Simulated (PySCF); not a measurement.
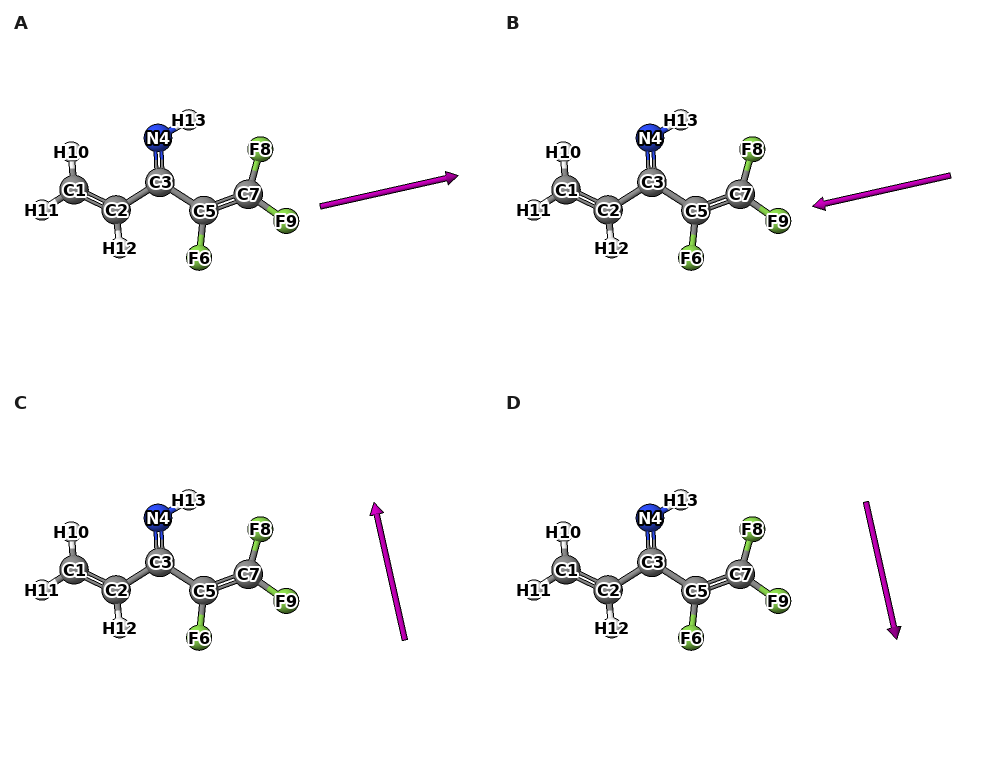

The same molecule four times, each with an arrow. The computed structure is the end point of a GFN2-xTB optimisation. No frequency run is at hand to confirm it as a minimum. Properties computed with B3LYP/pcJ-1, gas phase (PySCF 2.14.0).

### Which arrow points along the dipole moment, from the negative to the positive end?

D. The dipole moment is 0.27 D; it points from the side of H10, H13 to the side of F6 (the outermost atoms at the two ends).
